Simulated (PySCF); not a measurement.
# Si(iPr)H3 (C₃H₁₀Si): electronic structure

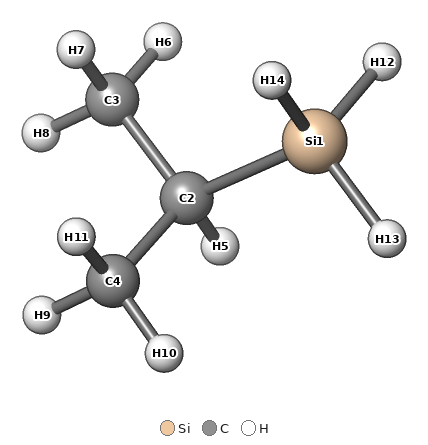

The molecule, with its atoms numbered as below. No frequency check shows the geometry to be a minimum.

Cartesian coordinates (Å):

```
Si1     -1.3993    0.0013   -0.0450
C2       0.4554    0.0003    0.4091
C3       1.1602    1.2499   -0.1134
C4       1.1556   -1.2524   -0.1135
H5       0.5472   -0.0000    1.5014
H6       0.6987    2.1519    0.2830
H7       1.1100    1.2917   -1.1999
H8       2.2116    1.2508    0.1755
H9       2.2057   -1.2591    0.1802
H10      0.6875   -2.1525    0.2794
H11      1.1099   -1.2909   -1.2002
H12     -2.0226    1.2236    0.4673
H13     -2.0425   -1.1712    0.5525
H14     -1.5427   -0.0491   -1.5024
```

### 1. Bonding charge

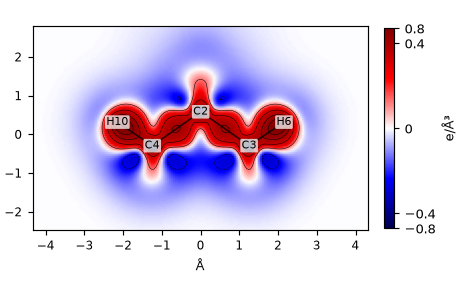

Deformation density (molecule less spherical, spin-averaged free atoms) in the plane of C2, C3, C4, H6 and H10; colour scale in e/Å³, logarithmic beyond ±0.1; red: gain, blue: loss.

Level of theory: TPSS/def2-SVPD (PySCF), at a geometry from GFN2-xTB.

Question: Describe the bonding that the map shows.

Answer: C3–H6: +0.65 e/Å³ at the bond critical point (bond length 1.09 Å). C4–H10: +0.65 e/Å³ at the bond critical point (bond length 1.09 Å). C2–C3: +0.42 e/Å³ at the bond critical point (bond length 1.53 Å). C2–C4: +0.42 e/Å³ at the bond critical point (bond length 1.53 Å). In all, 2.9 electrons gather in the regions of gain relative to the promolecule.

Question: Where do the Hirshfeld charges lie?

Answer: The highest Hirshfeld charge is on Si1 (+0.32 e), the lowest on C3 (−0.09 e).

### 2. Local ionisation energy

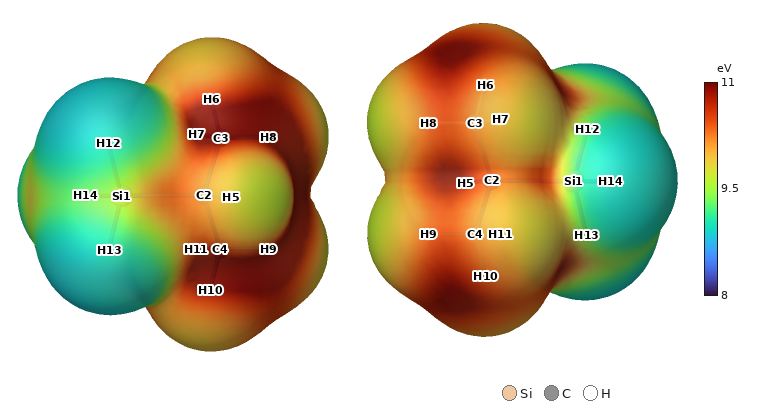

Average local ionisation energy on the surface of electron density 0.001 a.u. (back view left, front view right).

Question: Locate the minima of the map.

Answer: The lowest value is 8.8 eV, 1.5 Å from H13, and at like points elsewhere. Further minima include 9.6 eV, 1.4 Å from H5. For comparison, the highest occupied orbital lies at −7.0 eV.

Question: What volume does the surface enclose, and what is the dipole moment?

Answer: About 129 Å³; the dipole moment is 0.7 D.

### 3. In an electric field

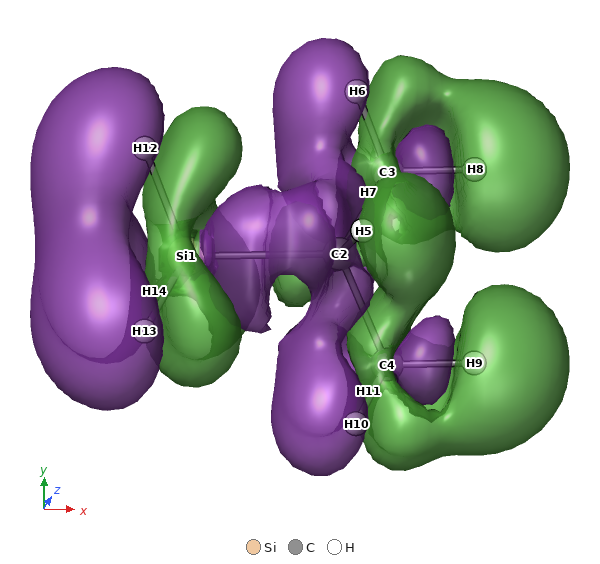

Change of the electron density in a uniform field of 0.26 V/Å, surfaces at ±0.001 e/Å³ (purple: gain, green: loss).

Method: ωB97X/def2-SVPD; geometry: GFN2-xTB; program: PySCF.

Question: Along which Cartesian direction does the field point?

Answer: Along +x: electrons gather on the −x side, against the field.

Question: What dipole is induced, and what polarisability does it imply?

Answer: The induced dipole is 0.92 D (along the field); α along this axis, from the fields in both directions, is 72 bohr³ (10.7 Å³).

Question: Which atoms gain and lose the most charge?

Answer: Electrons gather most on Si1 (Hirshfeld charge changes by −0.011 e) and leave H8 and H9 alike most (+0.011 e); 0.083 electrons are displaced in all.

The PySCF runs shown took 64 s and 64 s on 1 thread of Arm Neoverse V1, on a shared host.
